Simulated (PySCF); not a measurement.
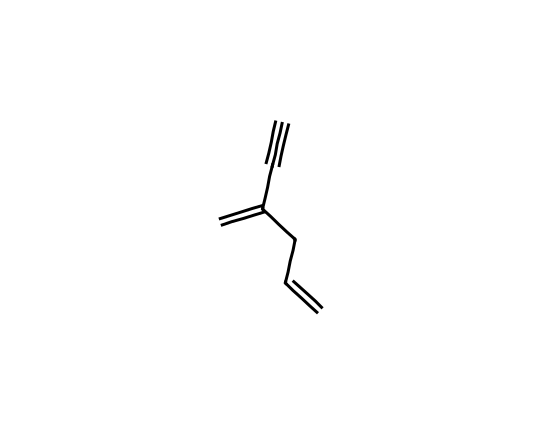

Structural formula above. The geometry was computed by an optimisation with PBE0-D3(BJ)/def2-SVP. No frequency run is at hand to confirm it as a minimum.

What does the molecule look like in three dimensions?

It has 15 atoms: 7 carbon and 8 hydrogen (C7H8). As SMILES it reads `C#CC(=C)CC=C`. It has no ring. Among its groups: alkene, alkyne. This geometry has C1 symmetry. Coordination: 2 C linear; 4 C trigonal planar; 1 C tetrahedral.

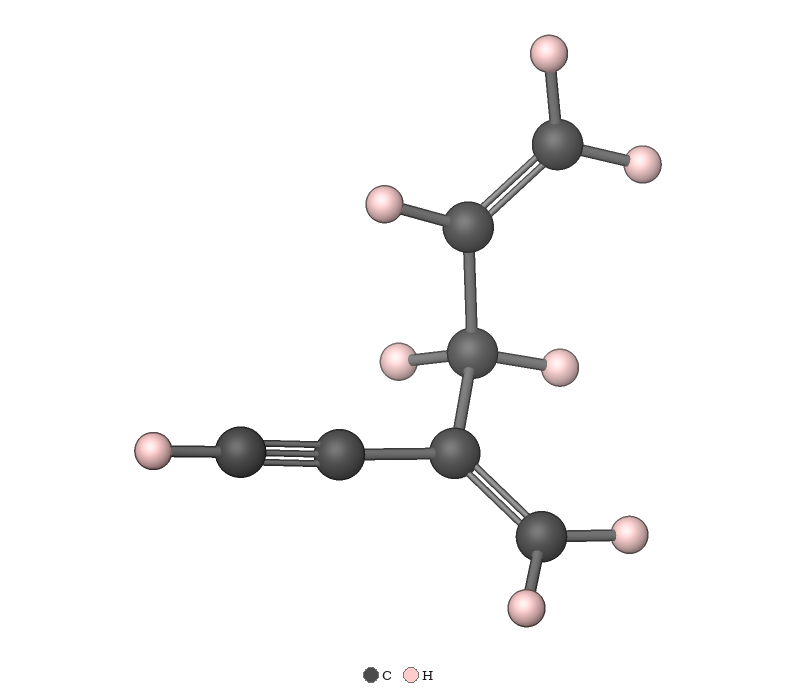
